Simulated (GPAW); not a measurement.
## ZrSe3 (P2_1/m): G0W0 with GPAW, start to end

Wanted: ground state, empty states, screening and self-energy for ZrSe3 (P2_1/m).

Program: GPAW 26.7.0. Level of theory: LDA and many-body steps on it, plane waves. Results are calculated unless marked as measured.

## 1. The structure

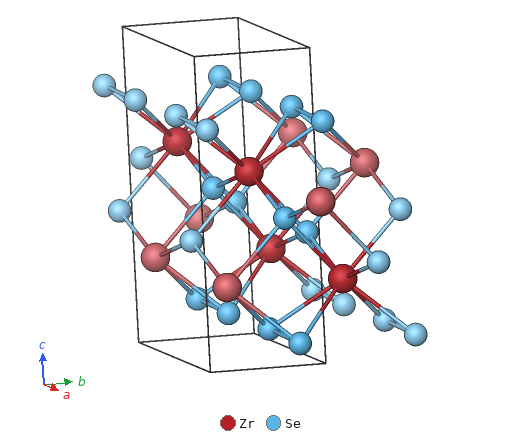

The cell as given, slightly off an axis (zirconium red, selenium blue). 2×1×1 cells are drawn. Some periodic images of atoms are drawn too.

As a file:

```
Zr Se
1.0
     5.41090    0.00000    0.00000
     0.00000    3.74880    0.00000
    -1.22942    0.00000    9.36363
Zr Se
2 6
Cartesian
  0.7356 0.9372 6.1425
  3.4459 2.8116 3.2211
  3.4420 0.9372 5.1875
  0.7395 2.8116 4.1762
  2.2535 0.9372 1.6293
  1.9280 2.8116 7.7344
  4.5971 0.9372 1.5825
  -0.4156 2.8116 7.7812
```

The cell and positions come from the Crystallography Open Database and are kept as given unless a step says otherwise.

## 2. Ground state

This step: GPAW 26.7.0; DFT, LDA, plane waves, PAW.

The ground-state density comes first.

run.py

```python
import json
import numpy as np
from gpaw.mpi import world
from ase import Atoms
from gpaw import GPAW, PW, FermiDirac

atoms = Atoms(['Zr', 'Zr', 'Se', 'Se', 'Se', 'Se', 'Se', 'Se'],
    cell=[[5.4109000000, 0.0000000000, 0.0000000000],
      [0.0000000000, 3.7488000000, 0.0000000000],
      [-1.2294209091, 0.0000000000, 9.3636349901]],
    scaled_positions=[[0.2850000000, 0.2500000000, 0.6560000000],
      [0.7150000000, 0.7500000000, 0.3440000000],
      [0.7620000000, 0.2500000000, 0.5540000000],
      [0.2380000000, 0.7500000000, 0.4460000000],
      [0.4560000000, 0.2500000000, 0.1740000000],
      [0.5440000000, 0.7500000000, 0.8260000000],
      [0.8880000000, 0.2500000000, 0.1690000000],
      [0.1120000000, 0.7500000000, 0.8310000000]],
    pbc=(True, True, True))
calc = GPAW(mode=PW(450),
    xc='LDA',
    kpts={'size': (4, 6, 4), 'gamma': True},
    occupations=FermiDirac(0.001),
    nbands=-10,
    convergence={'density': 1e-6, 'bands': -3},
    maxiter=100,
    txt='gs.txt')
atoms.calc = calc
res = {'energy': atoms.get_potential_energy()}
kpts = calc.get_ibz_k_points()
res['kpts'] = kpts
res['eigenvalues'] = [calc.get_eigenvalues(kpt=k) for k in range(len(kpts))]
res['n_electrons'] = calc.get_number_of_electrons()
calc.write('gs.gpw')

if world.rank == 0:
    with open('result.json', 'w') as f:
        json.dump(res, f, default=lambda x: x.tolist())
```

Run with:

```console
mpirun -n 8 gpaw python run.py
```

Numbers of over 12 decimals in the logs are rounded to 6 here.

Log:

```text
__  _  _
 | _ |_)|_||  |
 |__||  | ||/\| - 26.7.0

Input parameters:
  mode=PW(ecut=450.000000),
  convergence={'density': 1e-06, 'bands': -3},
  kpts=MonkhorstPack(size=(4, 6, 4), gamma=True),
  maxiter=100,
  nbands=-10,
  occupations=Occupations(name='fermi-dirac', width=0.001, fixmagmom=False),
  xc=XC(name='LDA')
  [... matrices ...]
Diagonalizing LCAO Hamiltonian
Converting LCAO to pw mode

         Se   Se

          Zr
                 Se
           Se
                  Zr

              Se   Se

Atoms  # Å, Bohr magnetons
|   | symbol |         x |        y |        z |    initial magnetic moments |
| 0 |     Zr |  0.735606 | 0.937200 | 6.142545 | ( 0.0000,  0.0000,  0.0000) |
| 1 |     Zr |  3.445873 | 2.811600 | 3.221090 | ( 0.0000,  0.0000,  0.0000) |
| 2 |     Se |  3.442007 | 0.937200 | 5.187454 | ( 0.0000,  0.0000,  0.0000) |
| 3 |     Se |  0.739472 | 2.811600 | 4.176181 | ( 0.0000,  0.0000,  0.0000) |
| 4 |     Se |  2.253451 | 0.937200 | 1.629272 | ( 0.0000,  0.0000,  0.0000) |
| 5 |     Se |  1.928028 | 2.811600 | 7.734363 | ( 0.0000,  0.0000,  0.0000) |
| 6 |     Se |  4.597107 | 0.937200 | 1.582454 | ( 0.0000,  0.0000,  0.0000) |
| 7 |     Se | -0.415628 | 2.811600 | 7.781181 | ( 0.0000,  0.0000,  0.0000) |

Unit cell  # Å
| periodic |         x |        y |        z |  lengths |    angles |
|      yes |  5.410900 | 0.000000 | 0.000000 | 5.410900 | 90.000000 |
|      yes |  0.000000 | 3.748800 | 0.000000 | 3.748800 | 97.480000 |
|      yes | -1.229421 | 0.000000 | 9.363635 | 9.444000 | 90.000000 |

Number of symmetries: 2
Symmetry operations  # r_c * U_cc + t_c -> r_c
|   | kind |            matrix            |
| 0 |  E   |  1, 0, 0,  0, 1, 0,  0, 0, 1 |
| 1 |  i   | -1, 0, 0,  0,-1, 0,  0, 0,-1 |

BZ-sampling:
  Number of BZ points: 96
  Number of IBZ points: 52

  Monkhorst-Pack size: [4, 6, 4]
  Monkhorst-Pack shift: [0.125, 0.083333, 0.125]

K-points  # in reciprocal-cell coordinates
|     |                                coordinates |     weight |
|   0 | (  0.00000000,   0.00000000,   0.00000000) | 0.01041667 |
|   1 | (  0.00000000,   0.00000000,   0.25000000) | 0.02083333 |
|   2 | (  0.00000000,   0.00000000,   0.50000000) | 0.01041667 |
|   3 | (  0.00000000,   0.16666667,  -0.25000000) | 0.02083333 |
|   4 | (  0.00000000,   0.16666667,   0.00000000) | 0.02083333 |
|   5 | (  0.00000000,   0.16666667,   0.25000000) | 0.02083333 |
|   6 | (  0.00000000,   0.16666667,   0.50000000) | 0.02083333 |
|   7 | (  0.00000000,   0.33333333,  -0.25000000) | 0.02083333 |
|   8 | (  0.00000000,   0.33333333,   0.00000000) | 0.02083333 |
|   9 | (  0.00000000,   0.33333333,   0.25000000) | 0.02083333 |
| ... |                                            |            |
|  51 | (  0.50000000,   0.50000000,   0.50000000) | 0.01041667 |

Plane wave coefficients: 4142
Cutoff: 450.000000 eV

Spin-components: 1 (collinear spins)
Bands:           40
Projectors:      42
Spin-degeneracy: 2
Datatype:        complex128

  Storage: CPU
  Wave functions: 137_546_240 bytes (17_193_280 per core)
  Projectors: 96_282_368 bytes (12_035_296 per core)
  [... matrices ...]
Parallelization:
  kpt:    8
  domain: 1
  band:   1

Density:
  Valence electrons: 60.0
  Components: 1
  Grid points: [27 20 48]
  Charge: 0.0  # |e|

Potential:
  Grid points: [27 20 48]

species:
  Zr:
    name:    Zirconium
    Z:       40.0
    valence: 12
    core:    28
    charge:  0.0  # [|e|]
    compensation charges:
      type: gauss
      rc: 0.40  # [Å]
      lmax: 2
    cutoffs:
      filter: 2.39  # [Å]
      core: 1.59  # [Å]
    projectors
    | kind |    occ | energy [eV] | rcut [Å] |
    |   4s |  2.000 |     -54.491 |    1.323 |
    |   5s |  2.000 |      -4.587 |    1.323 |
    |   4p |  6.000 |     -32.510 |    1.334 |
    |   5p |  0.000 |      -1.548 |    1.334 |
    |   4d |  2.000 |      -3.736 |    1.244 |
    |    d |        |      23.475 |    1.244 |

    Using partial waves for Zr as LCAO basis

  Se:
    name:    Selenium
    Z:       34.0
    valence: 6
    core:    28
    charge:  0.0  # [|e|]
    compensation charges:
      type: gauss
      rc: 0.27  # [Å]
      lmax: 2
    cutoffs:
      filter: 1.77  # [Å]
      core: 2.67  # [Å]
    projectors
    | kind |    occ | energy [eV] | rcut [Å] |
    |   4s |  2.000 |     -17.472 |    0.847 |
    |   4p |  4.000 |      -6.656 |    1.005 |
    |    s |        |       9.739 |    0.847 |
    |    p |        |      20.555 |    1.005 |
    |    d |        |       0.000 |    0.847 |

    Using partial waves for Se as LCAO basis

Reference energy: -591676.167234  # eV

eigensolver:
  PPCG
  Converge bands: -3
  niter=2

density mixing:
  MSR1-Mixer
  Pratt-step length: 0.05
  Maximum mixing coefficient: 0.75
  Old densities: 10
  SVD Regularization: 0.005
  Good broyden scale: 1.0
  Trust region scale: 1.0
  Backstep threshold: 4.0
  History deletion threshold: 6.0
  Fourier metric: weight=20.0, sigma=0.015

occupation numbers:
  Fermi-Dirac:
    width: 0.0010  # eV

poisson solver:
  ecut: 3600.000000  # eV

xc functional:
  name: None

Initialization done in: 1.952 s

convergence criteria:
- Maximum integral of absolute [dens]ity change: 1e-06 electrons / valence electron
- Maximum [total energy] change in last 3 cyles: 0.0005 eV / valence electron
- Maximum integral of absolute [eigenst]ate change: 4e-08 eV^2 / valence electron
maximum number of iterations: 100

SCF iterations
|iter     |     time |      energy | eigst |  dens |
|iter:   1|  |  -50.898215 | +0.58 |       |
|iter:   2|  |  -50.736890 | -0.36 | -1.15 |
|iter:   3|  |  -50.433851 | -0.42 | -1.19 |
|iter:   4|  |  -50.234918 | -0.52 | -1.42 |
|iter:   5|  |  -49.996004 | -1.30 | -1.55 |
|iter:   6|  |  -49.994056 | -2.24 | -2.10 |
|iter:   7|  |  -49.992458c| -2.51 | -2.57 |
|iter:   8|  |  -49.992427c| -2.88 | -3.09 |
|iter:   9|  |  -49.992429c| -3.09 | -3.74 |
|iter:  10|  |  -49.992429c| -3.30 | -4.20 |
|iter:  11|  |  -49.992429c| -3.51 | -4.64 |
|iter:  12|  |  -49.992429c| -3.70 | -5.13 |
|iter:  13|  |  -49.992429c| -3.94 | -5.73 |
|iter:  14|  |  -49.992429c| -4.12 | -6.37c|
|iter:  15|  |  -49.992429c| -4.31 | -6.78c|
|iter:  16|  |  -49.992429c| -4.51 | -7.20c|
|iter:  17|  |  -49.992429c| -4.70 | -7.48c|
|iter:  18|  |  -49.992429c| -4.88 | -7.84c|
|iter:  19|  |  -49.992429c| -5.02 | -8.22c|
|iter:  20|  |  -49.992429c| -5.21 | -8.69c|
|iter:  21|  |  -49.992429c| -5.35 | -9.24c|
|iter:  22|  |  -49.992429c| -5.51 | -9.79c|
|iter:  23|  |  -49.992429c| -5.63 |-10.17c|
|iter:  24|  |  -49.992429c| -5.74 |-10.56c|
|iter:  25|  |  -49.992429c| -5.85 |-11.06c|
|iter:  26|  |  -49.992429c| -5.95 |-11.58c|
|iter:  27|  |  -49.992429c| -6.05 |-12.07c|
|iter:  28|  |  -49.992429c| -6.17 |-12.44c|
|iter:  29|  |  -49.992429c| -6.28 |-12.76c|
|iter:  30|  |  -49.992429c| -6.43 |-12.99c|
|iter:  31|  |  -49.992429c| -6.53 |-12.97c|
|iter:  32|  |  -49.992429c| -6.65 |-13.08c|
[...]
|iter:  36|  |  -49.992429c| -6.93 |-13.24c|
|iter:  37|  |  -49.992429c| -7.03 |-13.35c|
|iter:  38|  |  -49.992429c| -7.12 |-13.55c|
|iter:  39|  |  -49.992429c| -7.22 |-13.55c|
|iter:  40|  |  -49.992429c| -7.30 |-13.65c|
|iter:  41|  |  -49.992429c| -7.40c|-13.98c|

Converged in 41 steps
SCF loop duration: 89.674 s (2.187 s/step)
Energy contributions relative to reference atoms: (reference = -591676.167234)
  [... matrices ...]
Energy contributions:
  Kinetic:          53.831812
  Coulomb:         -56.169787
  Zero:              0.363305
  External:          0.000000
  Xc:              -48.017759
  Entropy:          -0.000000
  Spinorbit:         0.000000
  ----------------------------
  Free energy:     -49.992429
  Extrapolated:    -49.992429

dipole moment: (0.000095, 0.000085, 0.000213)  # |e|*Ang

Fermi level: 6.235
Eigenvalues  # (at kpt = [0.000, 0.000, 0.000])
| band index |      eig [eV] | occ [0-2] |
|          0 |       -42.820 |     2.000 |
|        ... |               |           |
|         22 |         4.131 |     2.000 |
|         23 |         5.022 |     2.000 |
|         24 |         5.280 |     2.000 |
|         25 |         5.418 |     2.000 |
|         26 |         5.429 |     2.000 |
|         27 |         5.538 |     2.000 |
|         28 |         5.994 |     2.000 |
|         29 |         6.112 |     2.000 |
|         30 |         6.759 |     0.000 |
[...]
|         34 |         9.155 |     0.000 |
|         35 |         9.242 |     0.000 |
|         36 |         9.612 |     0.000 |
|         37 |         9.648 |     0.000 |
|        ... |               |           |
|         39 |        10.339 |     0.000 |

Gap: 0.290 eV
Transition (v -> c):
  (s=0, k=0, n=29, [0.00, 0.00, 0.00]) -> (s=0, k=42, n=30, [0.50, 0.17, 0.00])
Direct/indirect transitions are different
Direct gap: 0.580 eV
Transition at: (s=0, k=1, n=29, [0.00, 0.00, 0.25])
# Writing to gs.gpw (mode='')
  [... matrices ...]
```

It took 94 s on 8 MPI ranks of Arm Neoverse V1, shared host; peak memory 1.7 GiB; 12 min of CPU time.

Numbers from this step:

| Property | Result |
| --- | --- |
| total energy | -49.99 eV |
| gap | 0.2904 eV |
| k of the valence top | 0, 0, 0 |
| k of the conduction bottom | 0.5, 0.1667, 0 |
| least direct gap | 0.5805 eV |

The gap is indirect, with the least direct gap 0.29 eV higher.

## 3. Bands along the symmetry lines

The cheap functional maps the bands first; the places of the edges decide which points the dearer methods must see.

run.py

```python
import json
import numpy as np
from gpaw.mpi import world
from gpaw import GPAW

path = [[0.000000, 0.000000, 0.000000],
    [0.000000, 0.062500, 0.000000],
    [0.000000, 0.125000, 0.000000],
    [0.000000, 0.187500, 0.000000],
    [0.000000, 0.250000, 0.000000],
    [0.000000, 0.312500, 0.000000],
    [0.000000, 0.375000, 0.000000],
    [0.000000, 0.437500, 0.000000],
    [0.000000, 0.500000, 0.000000],
    [0.000000, 0.500000, 0.062500],
    [0.000000, 0.500000, 0.125000],
    [0.000000, 0.500000, 0.187500],
    [0.000000, 0.500000, 0.250000],
    [0.000000, 0.500000, 0.312500],
    [0.000000, 0.500000, 0.375000],
    [0.000000, 0.500000, 0.437500],
    [0.000000, 0.500000, 0.500000],
    [0.000000, 0.437500, 0.500000],
    [0.000000, 0.375000, 0.500000],
    [0.000000, 0.312500, 0.500000],
    [0.000000, 0.250000, 0.500000],
    [0.000000, 0.187500, 0.500000],
    [0.000000, 0.125000, 0.500000],
    [0.000000, 0.062500, 0.500000],
    [0.000000, 0.000000, 0.500000],
    [0.000000, 0.000000, 0.437500],
    [0.000000, 0.000000, 0.375000],
    [0.000000, 0.000000, 0.312500],
    [0.000000, 0.000000, 0.250000],
    [0.000000, 0.000000, 0.187500],
    [0.000000, 0.000000, 0.125000],
    [0.000000, 0.000000, 0.062500],
    [0.000000, 0.000000, 0.000000],
    [-0.062500, 0.000000, 0.062500],
    [-0.125000, 0.000000, 0.125000],
    [-0.187500, 0.000000, 0.187500],
    [-0.250000, 0.000000, 0.250000],
    [-0.312500, 0.000000, 0.312500],
    [-0.375000, 0.000000, 0.375000],
    [-0.437500, 0.000000, 0.437500],
    [-0.500000, 0.000000, 0.500000],
    [-0.500000, 0.062500, 0.500000],
    [-0.500000, 0.125000, 0.500000],
    [-0.500000, 0.187500, 0.500000],
    [-0.500000, 0.250000, 0.500000],
    [-0.500000, 0.312500, 0.500000],
    [-0.500000, 0.375000, 0.500000],
    [-0.500000, 0.437500, 0.500000],
    [-0.500000, 0.500000, 0.500000],
    [-0.437500, 0.500000, 0.437500],
    [-0.375000, 0.500000, 0.375000],
    [-0.312500, 0.500000, 0.312500],
    [-0.250000, 0.500000, 0.250000],
    [-0.187500, 0.500000, 0.187500],
    [-0.125000, 0.500000, 0.125000],
    [-0.062500, 0.500000, 0.062500],
    [0.000000, 0.500000, 0.000000],
    [-0.062500, 0.500000, 0.000000],
    [-0.125000, 0.500000, 0.000000],
    [-0.187500, 0.500000, 0.000000],
    [-0.250000, 0.500000, 0.000000],
    [-0.312500, 0.500000, 0.000000],
    [-0.375000, 0.500000, 0.000000],
    [-0.437500, 0.500000, 0.000000],
    [-0.500000, 0.500000, 0.000000],
    [-0.500000, 0.437500, 0.000000],
    [-0.500000, 0.375000, 0.000000],
    [-0.500000, 0.312500, 0.000000],
    [-0.500000, 0.250000, 0.000000],
    [-0.500000, 0.187500, 0.000000],
    [-0.500000, 0.125000, 0.000000],
    [-0.500000, 0.062500, 0.000000],
    [-0.500000, 0.000000, 0.000000],
    [-0.437500, 0.000000, 0.000000],
    [-0.375000, 0.000000, 0.000000],
    [-0.312500, 0.000000, 0.000000],
    [-0.250000, 0.000000, 0.000000],
    [-0.187500, 0.000000, 0.000000],
    [-0.125000, 0.000000, 0.000000],
    [-0.062500, 0.000000, 0.000000],
    [0.000000, 0.000000, 0.000000]]
calc = GPAW('gs.gpw').fixed_density(kpts=path,
    symmetry='off',
    nbands=40,
    convergence={'bands': 36},
    txt='bands.txt')
res = {}
kpts = calc.get_ibz_k_points()
res['kpts'] = kpts
res['eigenvalues'] = [calc.get_eigenvalues(kpt=k) for k in range(len(kpts))]
res['n_electrons'] = calc.get_number_of_electrons()

if world.rank == 0:
    with open('result.json', 'w') as f:
        json.dump(res, f, default=lambda x: x.tolist())
```

Run with:

```console
mpirun -n 8 gpaw python run.py
```

Log:

```text
Diagonalizing LCAO Hamiltonian
Converting LCAO to pw mode
convergence criteria:
- Maximum integral of absolute [eigenst]ate change: 4e-08 eV^2 / valence electron
maximum number of iterations: 100

SCF iterations
|iter     |     time |      energy | eigst |  dens |
|iter:   1|  |             | +0.53 |       |
|iter:   2|  |             | -0.53 |       |
|iter:   3|  |             | -1.30 |       |
[...]
|iter:  43|  |             | -7.17 |       |
|iter:  44|  |             | -7.35 |       |
|iter:  45|  |             | -7.45c|       |
SCF steps: 45
  __  _  _
 | _ |_)|_||  |
 |__||  | ||/\| - 26.7.0

Input parameters:
  mode=PW(ecut=450.000000),
  convergence={'bands': 36},
  gpts=array([27, 20, 48]),
  kpts=KPoints(kpts=array([[ 0.    ,  0.    ,  0.    ],
         [ 0.    ,  0.0625,  0.    ],
         [ 0.    ,  0.125 ,  0.    ],
         [ 0.    ,  0.1875,  0.    ],
         [ 0.    ,  0.25  ,  0.    ],
         [ 0.    ,  0.3125,  0.    ],
         [ 0.    ,  0.375 ,  0.    ],
[...]
[ 0.    ,  0.5   ,  0.0625],
[...]
[ 0.    ,  0.5   ,  0.1875],
[...]
[ 0.    ,  0.5   ,  0.3125],
[...]
[ 0.    ,  0.1875,  0.5   ],
[...]
[ 0.    ,  0.0625,  0.5   ],
[...]
[ 0.    ,  0.    ,  0.1875],
[...]
[ 0.    ,  0.    ,  0.0625],
         [ 0.    ,  0.    ,  0.    ],
         [-0.0625,  0.    ,  0.0625],
         [-0.125 ,  0.    ,  0.125 ],
         [-0.1875,  0.    ,  0.1875],
         [-0.25  ,  0.    ,  0.25  ],
         [-0.3125,  0.    ,  0.3125],
         [-0.375 ,  0.    ,  0.375 ],
[...]
[-0.5   ,  0.0625,  0.5   ],
[...]
[-0.5   ,  0.1875,  0.5   ],
[...]
[-0.5   ,  0.3125,  0.5   ],
[...]
[-0.1875,  0.5   ,  0.1875],
[...]
[-0.0625,  0.5   ,  0.0625],
         [ 0.    ,  0.5   ,  0.    ],
         [-0.0625,  0.5   ,  0.    ],
[...]
[-0.1875,  0.5   ,  0.    ],
[...]
[-0.3125,  0.5   ,  0.    ],
[...]
[-0.5   ,  0.1875,  0.    ],
[...]
[-0.5   ,  0.0625,  0.    ],
[...]
[-0.25  ,  0.    ,  0.    ],
         [-0.1875,  0.    ,  0.    ],
         [-0.125 ,  0.    ,  0.    ],
         [-0.0625,  0.    ,  0.    ],
         [ 0.    ,  0.    ,  0.    ]])),
  maxiter=100,
  nbands=40,
  occupations=Occupations(name='fermi-dirac', width=0.001, fixmagmom=False),
  parallel={},
  symmetry=Symmetry(point_group=False, time_reversal=False),
  xc=XC(name='LDA')
```

The job ended after 2.2 min (8 MPI ranks; peak memory 2 GiB).

This step gave:

| Property | Result |
| --- | --- |
| gap | 0.2856 eV |
| k of the valence top | -0.125, 0, 0 |
| k of the conduction bottom | -0.5, 0.125, 0 |
| least direct gap | 0.5774 eV |

The gap is 0.286 eV, −0.005 eV from the run before at this level.

Electronic bands along the path, in eV, zero at the top of the highest filled band:

```tsv
point	band 27	band 28	band 29	band 30	band 31	band 32	band 33	band 34
Γ	-0.69	-0.58	-0.12	0.00	0.64	1.01	2.64	2.83
Z	-1.69	-1.69	-1.15	-1.15	2.38	2.38	2.77	2.77
D	-1.91	-1.91	-1.14	-1.14	2.41	2.41	2.78	2.78
B	-0.69	-0.59	-0.15	-0.10	0.48	1.18	2.65	2.80
Γ	-0.69	-0.58	-0.12	0.00	0.64	1.01	2.64	2.83
A	-1.49	-0.89	-0.45	-0.42	0.31	0.54	1.14	1.23
E	-1.67	-1.67	-1.42	-1.42	0.55	0.55	2.51	2.51
Z	-1.69	-1.69	-1.15	-1.15	2.38	2.38	2.77	2.77
C2	-1.82	-1.82	-1.32	-1.32	0.54	0.54	2.42	2.42
Y2	-0.98	-0.56	-0.37	-0.30	0.30	0.64	1.11	1.20
Γ	-0.69	-0.58	-0.12	0.00	0.64	1.01	2.64	2.83
```

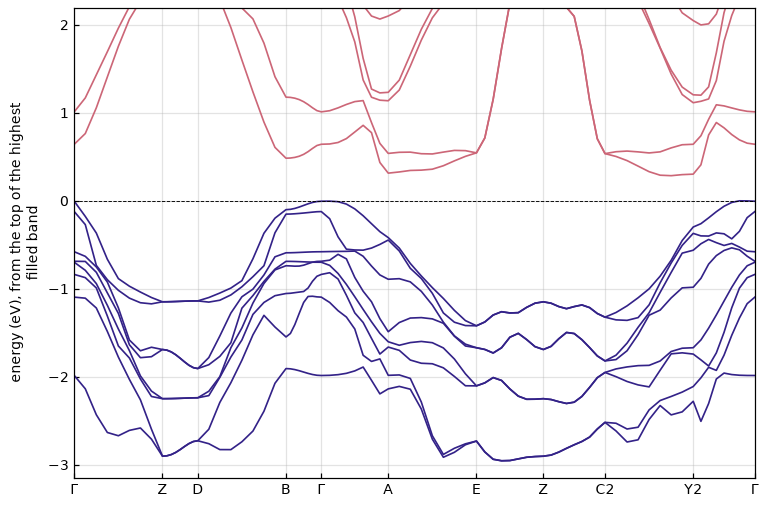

Electronic bands along the path; lines of filled and empty bands in two colours.

## 4. Empty states on the mesh, 4×4×2 mesh, 262 bands

The sums over transitions need many empty states on a uniform mesh; this step solves for them.

run.py

```python
import json
import numpy as np
from gpaw.mpi import world
from gpaw import GPAW

calc = GPAW('gs.gpw').fixed_density(kpts={'size': (4, 4, 2), 'gamma': True},
    nbands=305,
    convergence={'bands': 262},
    txt='nscf.txt')
calc.write('full.gpw', mode='all')
res = {}
kpts = calc.get_ibz_k_points()
res['kpts'] = kpts
res['eigenvalues'] = [calc.get_eigenvalues(kpt=k) for k in range(len(kpts))]
res['n_electrons'] = calc.get_number_of_electrons()

if world.rank == 0:
    with open('result.json', 'w') as f:
        json.dump(res, f, default=lambda x: x.tolist())
```

Run with:

```console
mpirun -n 8 gpaw python run.py
```

Log:

```text
Diagonalizing LCAO Hamiltonian
Converting LCAO to pw mode
convergence criteria:
- Maximum integral of absolute [eigenst]ate change: 4e-08 eV^2 / valence electron
maximum number of iterations: 100

SCF iterations
|iter     |     time |      energy | eigst |  dens |
|iter:   1|  |             | +4.09 |       |
|iter:   2|  |             | +2.89 |       |
|iter:   3|  |             | +1.77 |       |
[...]
|iter:  14|  |             | -6.95 |       |
|iter:  15|  |             | -7.39 |       |
|iter:  16|  |             | -7.70c|       |
SCF steps: 16
  __  _  _
 | _ |_)|_||  |
 |__||  | ||/\| - 26.7.0

Input parameters:
  mode=PW(ecut=450.000000),
  convergence={'bands': 262},
  gpts=array([27, 20, 48]),
  kpts=MonkhorstPack(size=(4, 4, 2), gamma=True),
  maxiter=100,
  nbands=305,
  occupations=Occupations(name='fermi-dirac', width=0.001, fixmagmom=False),
  parallel={},
  xc=XC(name='LDA')
# Writing to full.gpw (mode='all')
  [... matrices ...]

timing:  # [seconds]
  Total: 0.324  # ━━━━━━━━━━━━━━━━━━━━━━━━━━━━━━━━━━━━━━━━━━━━━━━━━━━━━━━━━━━
```

Wall time 3.1 min (8 MPI ranks); peak memory 2.1 GiB; 22 min of CPU time.

Numbers from this step:

```yaml
gap: 0.3077 eV
k_of_the_valence_top: 0, 0, 0
k_of_the_conduction_bottom: 0.5, 0, 0
least_direct_gap: 0.5848 eV
k_points_computed: 20
lowest_point_of_the_top_converged_band_above_the_valence_top: 56.1388 eV
```

On this mesh the gap is 0.308 eV.

(Part 1 of 2 ends here.)

[Paths, hosts, dates, memory and timing lines, banners, echoed tables and standing remarks are left out of the program output.]

[Logs are printed without paths, hosts, clocks, repeated set-up lines and the standing remarks that a program may print on its own settings, such as how far it seeks lower states.]

[Runs of the session that timed out or met a known fault of the program may be left out.]

[Hosts, paths, dates, database ids (printed as entryN), source tags and the programs' standing remarks are cut or masked in the printed files.]
